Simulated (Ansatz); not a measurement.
# AlN2H5 + H2O: a complex and its separated parts, part 2 of 2

Ansatz 0.2.0, Gaussian basis. The steps go on from the part before.

## 13. CAM-B3LYP-D4/def2-TZVPP

The inputs:

parta/in.yaml

```yaml
crystal:
  periodic: [false, false, false]
  atoms:
    - {symbol: Al, position_ang: [-0.603254, -0.445873, -0.098094]}
    - {symbol: N, position_ang: [0.908247, -0.908795, -0.892518]}
    - {symbol: N, position_ang: [-0.768691, -0.576701, 1.658484]}
    - {symbol: H, position_ang: [-1.813073, 0.087744, -0.962923]}
    - {symbol: H, position_ang: [1.737870, -1.258951, -0.443129]}
    - {symbol: H, position_ang: [1.051659, -0.852805, -1.887323]}
    - {symbol: H, position_ang: [-1.606549, -0.325895, 2.156906]}
    - {symbol: H, position_ang: [-0.067633, -0.901972, 2.303117]}
basis:
  gaussian: {orbitals: def2-TZVPP}
hamiltonian: {xc: {name: CAM-B3LYP}, dispersion: d4}
```

partb/in.yaml

```yaml
crystal:
  periodic: [false, false, false]
  atoms:
    - {symbol: O, position_ang: [0.299460, 1.674929, -0.236001]}
    - {symbol: H, position_ang: [-0.129204, 2.266664, -0.858013]}
    - {symbol: H, position_ang: [0.991166, 1.241557, -0.740506]}
basis:
  gaussian: {orbitals: def2-TZVPP}
hamiltonian: {xc: {name: CAM-B3LYP}, dispersion: d4}
```

One command serves all of them, each in its own folder.

Launch:

```bash
ansatz run in.yaml --threads 4 --pin off --events-out ev --progress --plain --max-ram 9574MiB
```

parta printed (excerpt; [...] marks lines left out):

```text
Functional definition: CAM-B3LYP
  name "CAM-B3LYP"
  cite "Yanai, Tew & Handy, Chem. Phys. Lett. 393, 51 (2004) doi:10.1016/j.cplett.2004.06.011"
  cite "Iikura, Tsuneda, Yanai & Hirao, J. Chem. Phys. 115, 3540 (2001) doi:10.1063/1.1383587"
  cite "Becke, Phys. Rev. A 38, 3098 (1988) doi:10.1103/PhysRevA.38.3098"
  cite "Lee, Yang & Parr, Phys. Rev. B 37, 785 (1988) doi:10.1103/PhysRevB.37.785"
[...]
  # Exact exchange under (alpha + beta erf(omega r))/r, Becke's under what is left of 1/r.
[...]
893 factors; their error is unknown
255 factors; integrals over basis functions are off by at most 1.3e-5 eV
[...]
mean field -9660.93862995 eV, -355.0329462313 hartree, gradient 7.5e-5 eV, S^2 0.000000; 0 other end points of the search recorded, 0 dependent functions left out
reference -9660.93874913 eV, -355.0329506110 hartree; 16, 16 occupied and 158, 158 virtual orbitals, 893 factors
Total energy: -9661.02984762 eV, -355.0362984188 hartree
```

partb printed (excerpt; [...] marks lines left out):

```text
[... 6 set-up lines as earlier in the session ...]
[...]
  # Exact exchange under (alpha + beta erf(omega r))/r, Becke's under what is left of 1/r.
[...]
269 factors; their error is unknown
72 factors; integrals over basis functions are off by at most 1.6e-5 eV
[...]
mean field -2079.99968503 eV, -76.4385785504 hartree, gradient 1.1e-5 eV, S^2 0.000000; 0 other end points of the search recorded, 0 dependent functions left out
reference -2079.99975246 eV, -76.4385810284 hartree; 5, 5 occupied and 54, 54 virtual orbitals, 269 factors
Total energy: -2080.00381843 eV, -76.4387304502 hartree
```

Times: 2.5 s (parta), 0.5 s (partb) on 4 threads of Intel Xeon at 2.50GHz, shared host.

## 14. wB97X-V/def2-TZVPP

The same edit goes into each in.yaml of step 13 (parta, partb):

```diff
-hamiltonian: {xc: {name: CAM-B3LYP}, dispersion: d4}
+hamiltonian: {xc: {name: wB97X-V}}
```

One command serves all of them, each in its own folder.

Launch:

```bash
ansatz run in.yaml --threads 4 --pin off --events-out ev --progress --plain --max-ram 9574MiB
```

parta printed (excerpt; [...] marks lines left out):

```text
Functional definition: wB97X-V
  name "wB97X-V"
  cite "Mardirossian & Head-Gordon, Phys. Chem. Chem. Phys. 16, 9904 (2014) doi:10.1039/C3CP54374A"
[... 2 set-up lines as earlier in the session ...]
[...]
      + integral(e_c_pw_opposite_spin*poly(b97_u_opposite, cos0, cos1)) + vv10(b, c)
893 factors; their error is unknown
228 factors; integrals over basis functions are off by at most 1.0e-5 eV
[...]
mean field -9659.93239669 eV, -354.9959678411 hartree, gradient 1.9e-5 eV, S^2 0.000000; 0 other end points of the search recorded, 0 dependent functions left out
reference -9659.93239468 eV, -354.9959677671 hartree; 16, 16 occupied and 158, 158 virtual orbitals, 893 factors
Total energy: -9659.93239468 eV, -354.9959677671 hartree
```

Output in partb (excerpt; [...] marks lines left out):

```text
[... 5 set-up lines as earlier in the session ...]
[...]
      + integral(e_c_pw_opposite_spin*poly(b97_u_opposite, cos0, cos1)) + vv10(b, c)
269 factors; their error is unknown
69 factors; integrals over basis functions are off by at most 2.2e-5 eV
[...]
mean field -2079.88767214 eV, -76.4344621527 hartree, gradient 2.2e-5 eV, S^2 0.000000; 0 other end points of the search recorded, 0 dependent functions left out
reference -2079.88767124 eV, -76.4344621197 hartree; 5, 5 occupied and 54, 54 virtual orbitals, 269 factors
Total energy: -2079.88767124 eV, -76.4344621197 hartree
```

They took 5.5 s (parta), 0.82 s (partb) on 4 threads of Intel Xeon at 2.50GHz, shared host.

## 15. wB97M-V/def2-TZVPP

Each input of step 14 (parta, partb) changes in the same lines:

```diff
-hamiltonian: {xc: {name: wB97X-V}}
+hamiltonian: {xc: {name: wB97M-V}}
```

Each run has its own folder and the same command.

Launch:

```bash
ansatz run in.yaml --threads 4 --pin off --events-out ev --progress --plain --max-ram 9574MiB
```

parta printed (excerpt; [...] marks lines left out):

```text
Functional definition: wB97M-V
  name "wB97M-V"
  cite "Mardirossian & Head-Gordon, J. Chem. Phys. 144, 214110 (2016) doi:10.1063/1.4952647"
[... 2 set-up lines as earlier in the session ...]
  # Of w^i u^j: cxij and so on, Table III.
[...]
  gx(w, u) = 1 - cx + cx01*u + cx10*w
[...]
      + integral(e_c_pw_mod_opposite_spin*gos(b97_w_opposite, b97_u_opposite)) + vv10(b, c)
877 factors; their error is unknown
228 factors; integrals over basis functions are off by at most 1.0e-5 eV
[...]
mean field -9660.24068340 eV, -355.0072971688 hartree, gradient 1.6e-5 eV, S^2 0.000000; 0 other end points of the search recorded, 0 dependent functions left out
reference -9660.24073248 eV, -355.0072989724 hartree; 16, 16 occupied and 158, 158 virtual orbitals, 877 factors
Total energy: -9660.24073248 eV, -355.0072989724 hartree
```

Output in partb (excerpt; [...] marks lines left out):

```text
[... 5 set-up lines as earlier in the session ...]
  # Of w^i u^j: cxij and so on, Table III.
[...]
  gx(w, u) = 1 - cx + cx01*u + cx10*w
[...]
      + integral(e_c_pw_mod_opposite_spin*gos(b97_w_opposite, b97_u_opposite)) + vv10(b, c)
269 factors; their error is unknown
69 factors; integrals over basis functions are off by at most 2.2e-5 eV
[...]
mean field -2079.85938234 eV, -76.4334225216 hartree, gradient 2.9e-5 eV, S^2 0.000000; 0 other end points of the search recorded, 0 dependent functions left out
reference -2079.85940435 eV, -76.4334233305 hartree; 5, 5 occupied and 54, 54 virtual orbitals, 269 factors
Total energy: -2079.85940435 eV, -76.4334233305 hartree
```

They took 4.9 s (parta), 0.81 s (partb) on 4 threads of Intel Xeon at 2.50GHz, shared host.

## 16. B2PLYP/def2-TZVPP

The same edit goes into each in.yaml of step 15 (parta, partb):

```diff
-hamiltonian: {xc: {name: wB97M-V}}
+hamiltonian: {xc: {name: B2PLYP}}
```

One command serves all of them, each in its own folder.

Launch:

```bash
ansatz run in.yaml --threads 4 --pin off --events-out ev --progress --plain --max-ram 9574MiB
```

Log of parta (excerpt; [...] marks lines left out):

```text
Functional definition: B2PLYP
  name "B2PLYP"
  cite "Grimme, J. Chem. Phys. 124, 034108 (2006) doi:10.1063/1.2148954"
[... 2 set-up lines as earlier in the session ...]
[...]
1018 factors; integrals over basis functions are off by at most 1.1e-3 eV
[...]
mean field -9651.93353840 eV, -354.7020152208 hartree, gradient 2.9e-6 eV, S^2 0.000000; 0 other end points of the search recorded, 0 dependent functions left out
7 core orbitals not correlated: weight in the atoms' cores, before any rotation towards them, 1.000 or more for the frozen orbitals, at most 0.000 for the correlated occupied ones
reference -9651.93369389 eV, -354.7020209350 hartree; 9, 9 occupied and 158, 158 virtual orbitals, 1018 factors
second order -16.96361421 eV of doubles, -0.00000000 eV of singles
Total energy: -9656.51386973 eV, -354.8703392924 hartree
```

Output in partb (excerpt; [...] marks lines left out):

```text
[... 5 set-up lines as earlier in the session ...]
[...]
361 factors; integrals over basis functions are off by at most 7.6e-4 eV
[...]
mean field -2077.03827711 eV, -76.3297488167 hartree, gradient 8.4e-7 eV, S^2 0.000000; 0 other end points of the search recorded, 0 dependent functions left out
1 core orbitals not correlated: weight in the atoms' cores, before any rotation towards them, 1.000 or more for the frozen orbitals, at most 0.000 for the correlated occupied ones
reference -2077.03836214 eV, -76.3297519414 hartree; 4, 4 occupied and 54, 54 virtual orbitals, 361 factors
second order -8.41873498 eV of doubles, -0.00000000 eV of singles
Total energy: -2079.31142058 eV, -76.4132852985 hartree
```

They took 3.4 s (parta), 0.56 s (partb) on 4 threads of Intel Xeon at 2.50GHz, shared host.

## 17. PBE-QIDH/def2-TZVPP

Each input of step 16 (parta, partb) changes in the same lines:

```diff
-hamiltonian: {xc: {name: B2PLYP}}
+hamiltonian: {xc: {name: PBE-QIDH}}
```

The same command starts each run, in its folder.

Launch:

```bash
ansatz run in.yaml --threads 4 --pin off --events-out ev --progress --plain --max-ram 9574MiB
```

Output in parta (excerpt; [...] marks lines left out):

```text
Functional definition: PBE-QIDH
  name "PBE-QIDH"
  cite "Brémond, Sancho-García, Pérez-Jiménez & Adamo, J. Chem. Phys. 141, 031101 (2014) doi:10.1063/1.4890314"
[... 1 set-up line as earlier in the session ...]
[...]
1018 factors; integrals over basis functions are off by at most 1.1e-3 eV
[...]
mean field -9647.32006698 eV, -354.5324732732 hartree, gradient 3.1e-6 eV, S^2 0.000000; 0 other end points of the search recorded, 0 dependent functions left out
7 core orbitals not correlated: weight in the atoms' cores, before any rotation towards them, 1.000 or more for the frozen orbitals, at most 0.000 for the correlated occupied ones
reference -9647.32007968 eV, -354.5324737400 hartree; 9, 9 occupied and 158, 158 virtual orbitals, 1018 factors
second order -15.73805072 eV of doubles, -0.00000000 eV of singles
Total energy: -9652.56609659 eV, -354.7252613055 hartree
```

partb printed (excerpt; [...] marks lines left out):

```text
[... 4 set-up lines as earlier in the session ...]
[...]
361 factors; integrals over basis functions are off by at most 7.6e-4 eV
[...]
mean field -2075.58434920 eV, -76.2763179516 hartree, gradient 2.2e-6 eV, S^2 0.000000; 0 other end points of the search recorded, 0 dependent functions left out
1 core orbitals not correlated: weight in the atoms' cores, before any rotation towards them, 1.000 or more for the frozen orbitals, at most 0.000 for the correlated occupied ones
reference -2075.58435469 eV, -76.2763181534 hartree; 4, 4 occupied and 54, 54 virtual orbitals, 361 factors
second order -7.85900028 eV of doubles, -0.00000000 eV of singles
Total energy: -2078.20402145 eV, -76.3725891312 hartree
```

They took 3.4 s (parta), 0.5 s (partb) on 4 threads of Intel Xeon at 2.50GHz, shared host.

## 18. RPA on PBE/def2-TZVPP

Each input of step 17 (parta, partb) changes in the same lines:

```diff
-hamiltonian: {xc: {name: PBE-QIDH}}
+hamiltonian: {xc: pbe}
+correlation: {method: rpa}
```

The same command starts each run, in its folder.

Launch:

```bash
ansatz run in.yaml --threads 4 --pin off --events-out ev --progress --plain --max-ram 9574MiB
```

Log of parta (excerpt; [...] marks lines left out):

```text
[... 4 set-up lines as earlier in the session ...]
[...]
1018 factors; integrals over basis functions are off by at most 1.1e-3 eV
[...]
mean field -9654.41469331 eV, -354.7931959817 hartree, gradient 3.1e-6 eV, S^2 0.000000; 2 other end points of the search recorded, 0 dependent functions left out
7 core orbitals not correlated: weight in the atoms' cores, before any rotation towards them, 1.000 or more for the frozen orbitals, at most 0.000 for the correlated occupied ones
reference -9628.22656067 eV, -353.8307998582 hartree; 9, 9 occupied and 158, 158 virtual orbitals, 1018 factors
Total energy: -9651.39831051 eV, -354.6823459586 hartree
```

Log of partb (excerpt; [...] marks lines left out):

```text
[... 4 set-up lines as earlier in the session ...]
[...]
361 factors; integrals over basis functions are off by at most 7.6e-4 eV
[...]
mean field -2078.40755655 eV, -76.3800689078 hartree, gradient 2.1e-6 eV, S^2 0.000000; 0 other end points of the search recorded, 0 dependent functions left out
1 core orbitals not correlated: weight in the atoms' cores, before any rotation towards them, 1.000 or more for the frozen orbitals, at most 0.000 for the correlated occupied ones
reference -2069.53695811 eV, -76.0540804282 hartree; 4, 4 occupied and 54, 54 virtual orbitals, 361 factors
Total energy: -2080.48260528 eV, -76.4563255423 hartree
```

They took 4.7 s (parta), 0.61 s (partb) on 4 threads of Intel Xeon at 2.50GHz, shared host.

## 19. CCSD(T)/def2-TZVPP

The same edit goes into each in.yaml of step 18 (parta, partb):

```diff
-hamiltonian: {xc: pbe}
-correlation: {method: rpa}
+correlation: {method: ccsd_t}
```

The same command starts each run, in its folder.

Launch:

```bash
ansatz run in.yaml --threads 4 --pin off --events-out ev --progress --plain --max-ram 9574MiB
```

Output in parta (excerpt; [...] marks lines left out):

```text
Functional definition: HF
  name "HF"
  cite "Fock, Z. Phys. 61, 126 (1930) doi:10.1007/BF01340294"
[... 1 set-up line as earlier in the session ...]
[...]
1018 factors; integrals over basis functions are off by at most 1.1e-3 eV
[...]
mean field -9629.10316308 eV, -353.8630144026 hartree, gradient 2.6e-6 eV, S^2 0.000000; 0 other end points of the search recorded, 0 dependent functions left out
7 core orbitals not correlated: weight in the atoms' cores, before any rotation towards them, 1.000 or more for the frozen orbitals, at most 0.000 for the correlated occupied ones
reference -9629.10316308 eV, -353.8630144026 hartree; 9, 9 occupied and 158, 158 virtual orbitals, 1018 factors
second order -14.05873824 eV of doubles, -0.00000000 eV of singles
cycle   1  -14.36912040 eV  change   -3.1e-1 eV  update   7.1e-2
[...]
cycle   9  -14.74767587 eV  change    4.3e-6 eV  update   8.9e-6
perturbative correction -0.51902054 eV, -0.0190736529 hartree
Total energy: -9644.36985948 eV, -354.4240551472 hartree
```

partb printed (excerpt; [...] marks lines left out):

```text
[... 4 set-up lines as earlier in the session ...]
[...]
361 factors; integrals over basis functions are off by at most 7.6e-4 eV
[...]
mean field -2069.76240490 eV, -76.0623654448 hartree, gradient 3.6e-6 eV, S^2 0.000000; 0 other end points of the search recorded, 0 dependent functions left out
1 core orbitals not correlated: weight in the atoms' cores, before any rotation towards them, 1.000 or more for the frozen orbitals, at most 0.000 for the correlated occupied ones
reference -2069.76240490 eV, -76.0623654448 hartree; 4, 4 occupied and 54, 54 virtual orbitals, 361 factors
second order -7.10557294 eV of doubles, -0.00000000 eV of singles
cycle   1  -7.11163260 eV  change   -6.1e-3 eV  update   4.1e-2
[...]
cycle   8  -7.26608932 eV  change    3.4e-6 eV  update   7.2e-6
perturbative correction -0.20740404 eV, -0.0076219578 hartree
Total energy: -2077.23589826 eV, -76.3370112601 hartree
```

Wall times: 17 s (parta), 0.7 s (partb) on 4 threads of Intel Xeon at 2.50GHz, shared host; peak memory 1.5 GiB.

## 20. Vibrations of AlN2H5

The input, vib-parta/in.yaml:

```yaml
crystal:
  periodic: [false, false, false]
  atoms:
    - {symbol: Al, position_ang: [-0.603254, -0.445873, -0.098094]}
    - {symbol: N, position_ang: [0.908247, -0.908795, -0.892518]}
    - {symbol: N, position_ang: [-0.768691, -0.576701, 1.658484]}
    - {symbol: H, position_ang: [-1.813073, 0.087744, -0.962923]}
    - {symbol: H, position_ang: [1.737870, -1.258951, -0.443129]}
    - {symbol: H, position_ang: [1.051659, -0.852805, -1.887323]}
    - {symbol: H, position_ang: [-1.606549, -0.325895, 2.156906]}
    - {symbol: H, position_ang: [-0.067633, -0.901972, 2.303117]}
basis:
  gaussian: {orbitals: def2-TZVP}
hamiltonian: {xc: pbe0, dispersion: d4}
phonons: {temperatures: {t_min: 298.15, t_max: 900, t_step: 200}}
```

Launch:

```bash
ansatz run in.yaml --threads 4 --pin off --events-out ev --progress --plain --max-ram 9574MiB
```

Output (excerpt; [...] marks lines left out):

```text
[... 5 set-up lines as earlier in the session ...]
[...]
809 factors; their error is unknown
[...]
mean field -9655.17773208 eV, -354.8212371396 hartree, gradient 1.1e-5 eV, S^2 0.000000; 0 other end points of the search recorded, 0 dependent functions left out
[...]
Atom 5 at     1.051659    -0.852805    -1.887323 Å, force     0.000412    -0.000233     0.000160 eV/Å
Atom 6 at    -1.606549    -0.325895     2.156906 Å, force     0.000143    -0.000268     0.000211 eV/Å
Atom 7 at    -0.067633    -0.901972     2.303117 Å, force     0.000799    -0.000110    -0.000108 eV/Å
Dipole moment:     0.197572    -0.087084     0.141224 e Å
Vibrations: 203.41 269.25 349.66 351.80 376.89 514.60 535.91 677.28 718.56 776.32 885.84 1563.90 1572.67 1948.90 3614.75 3615.08 3704.08 3704.50 cm⁻¹, zero-point energy 1.573570 eV
```

It took 73 s on 4 threads of Intel Xeon at 2.50GHz, shared host.

The modes, with what each moves most:

```csv
mode,wavenumber (cm⁻¹),character
1,203,bend
2,269,torsion
3,350,torsion with out-of-plane bend
4,352,torsion
5,377,torsion
6,515,bend
7,536,torsion
8,677,bend with Al–N stretch
9,719,bend
10,776,Al–N stretch with bend
11,886,Al–N stretch
12,1564,bend
13,1573,bend
14,1949,Al–H stretch
15,3615,N–H stretch
16,3615,N–H stretch
17,3704,N–H stretch
18,3704,N–H stretch
```

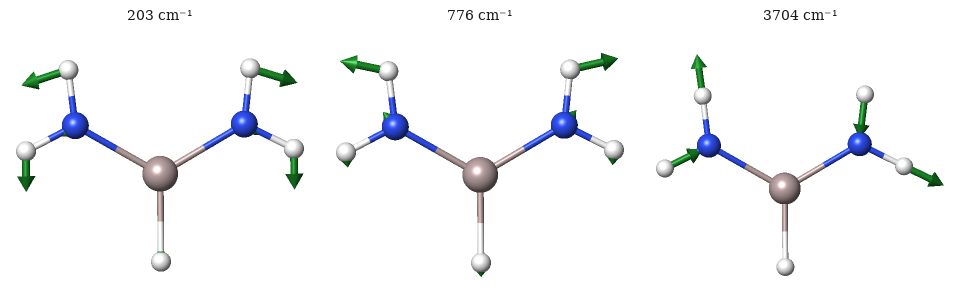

Displacements of 3 modes, as arrows.

Vibrational sums (real modes only):

```csv
T (K),entropy (J/mol/K),heat capacity (J/mol/K)
298,38.9,57.0
498,74.1,79.9
698,103.4,93.3
898,128.1,103.0
```

## 21. Vibrations of H2O

The input, vib-partb/in.yaml:

```yaml
crystal:
  periodic: [false, false, false]
  atoms:
    - {symbol: O, position_ang: [0.299460, 1.674929, -0.236001]}
    - {symbol: H, position_ang: [-0.129204, 2.266664, -0.858013]}
    - {symbol: H, position_ang: [0.991166, 1.241557, -0.740506]}
basis:
  gaussian: {orbitals: def2-TZVP}
hamiltonian: {xc: pbe0, dispersion: d4}
phonons: {temperatures: {t_min: 298.15, t_max: 900, t_step: 200}}
```

Launch:

```bash
ansatz run in.yaml --threads 4 --pin off --events-out ev --progress --plain --max-ram 9574MiB
```

Output (excerpt; [...] marks lines left out):

```text
[... 5 set-up lines as earlier in the session ...]
[...]
239 factors; their error is unknown
[...]
mean field -2078.33307679 eV, -76.3773318274 hartree, gradient 1.2e-5 eV, S^2 0.000000; 0 other end points of the search recorded, 0 dependent functions left out
[...]
Total energy: -2078.33734664 eV, -76.3774887412 hartree
Atom 0 at     0.299460     1.674929    -0.236001 Å, force     0.000062     0.000038    -0.000267 eV/Å
Atom 1 at    -0.129204     2.266664    -0.858013 Å, force     0.000004    -0.000051     0.000137 eV/Å
Atom 2 at     0.991166     1.241557    -0.740506 Å, force    -0.000067     0.000014     0.000130 eV/Å
Dipole moment:     0.096992     0.058391    -0.415375 e Å
Vibrations: 1622.89 3851.56 3959.28 cm⁻¹, zero-point energy 0.584816 eV
```

It took 1.5 s on 4 threads of Intel Xeon at 2.50GHz, shared host.

The modes, with what each moves most:

```csv
mode,wavenumber (cm⁻¹),character
1,1623,bend
2,3852,O–H stretch
3,3959,O–H stretch
```

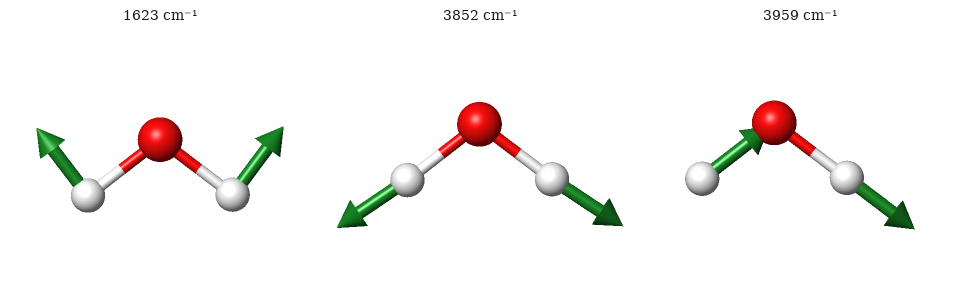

Displacements of 3 modes, as arrows.

Vibrational sums (real modes only):

```csv
T (K),entropy (J/mol/K),heat capacity (J/mol/K)
298,0.0,0.2
498,0.4,1.7
698,1.4,3.9
898,2.6,6.1
```

## 22. Complex less separated parts

The complex's own energies come from single points at the same levels.

Rows are in def2-TZVPP; times add the 3 runs of a level on a shared host, so small differences are noise.

Differences are taken before rounding.

```csv
method,rung,complex less parts (eV),from CCSD(T) (eV),time
SPW92,LDA,-0.988,-0.353,3.2 s
PBE-D4,GGA,-0.688,-0.053,5.1 s
BLYP-D4,GGA,-0.587,+0.047,4.5 s
r2SCAN-D4,meta-GGA,-0.708,-0.074,7.8 s
B97M-V,meta-GGA,-0.649,-0.014,14 s
PBE0-D4,hybrid,-0.689,-0.054,6.6 s
B3LYP-D4,hybrid,-0.612,+0.022,6.7 s
r2SCAN0-D4,hybrid,-0.710,-0.075,10 s
BHLYP-D4,hybrid,-0.633,+0.001,6.2 s
CAM-B3LYP-D4,range-separated hybrid,-0.661,-0.026,7.5 s
wB97X-V,range-separated hybrid,-0.656,-0.022,15 s
wB97M-V,range-separated hybrid,-0.675,-0.041,15 s
B2PLYP,double hybrid,-0.573,+0.062,11 s
PBE-QIDH,double hybrid,-0.670,-0.035,11 s
RPA on PBE,RPA,-0.575,+0.060,14 s
Hartree-Fock,wavefunction,-0.372,+0.263,
MP2,wavefunction,-0.645,-0.011,
CCSD,wavefunction,-0.590,+0.044,
CCSD(T),wavefunction,-0.634,0,1.9 min
```

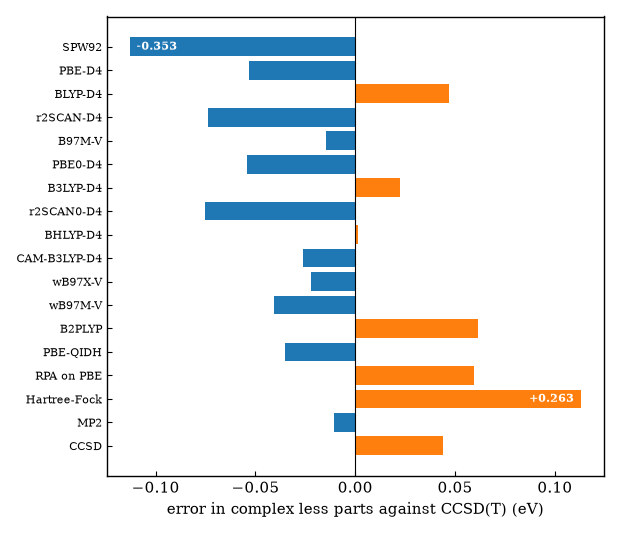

Error of each method against CCSD(T). Bars with a number in them are cut short.

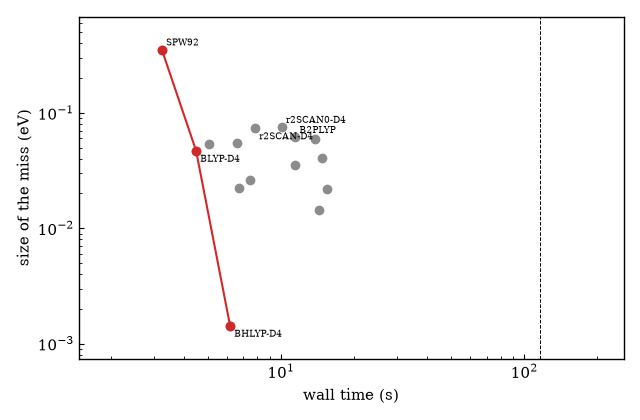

Accuracy for the time spent; red marks the levels that beat every quicker one drawn (of those quicker than the yardstick), and the dashed line is the time of CCSD(T). Only those levels and the largest misses are named. Times are from a shared host.

For cost: BHLYP-D4 gets within 0.001 eV in 6.2 s, where CCSD(T) took 1.9 min; the quickest level in the cost chart, SPW92, takes 3.2 s and misses by 0.353 eV.

The complex's zero-point energy, from a separate PBE0-D4 run, is 2.263 eV.

## 23. Summary of results

The summary covers parts 1 to 2.

```
                              quantity      value
complex less parts, CCSD(T)/def2-TZVPP  -0.634 eV
                with zero-point energy  -0.530 eV
                 largest T1 diagnostic      0.010
```

**Reading.** At CCSD(T) the complex lies 0.634 eV below its parts. Among the functionals BHLYP-D4 lands nearest to CCSD(T) (+0.001 eV) and SPW92 farthest (-0.353 eV). By rung, the mean size of the error is: LDA 0.353, GGA 0.050, meta-GGA 0.044, hybrid 0.038, range-separated hybrid 0.030, double hybrid 0.048 eV. The double hybrids carry no dispersion term here, unlike the levels marked D4 or V. PBE-D4 gives a relative energy 0.053 eV too low, outside chemical accuracy (1 kcal/mol, 0.043 eV). No counterpoise was applied, and triple zeta lacks some correlation, so the CCSD(T) reference has a basis error of its own, and close matches with it are partly luck.
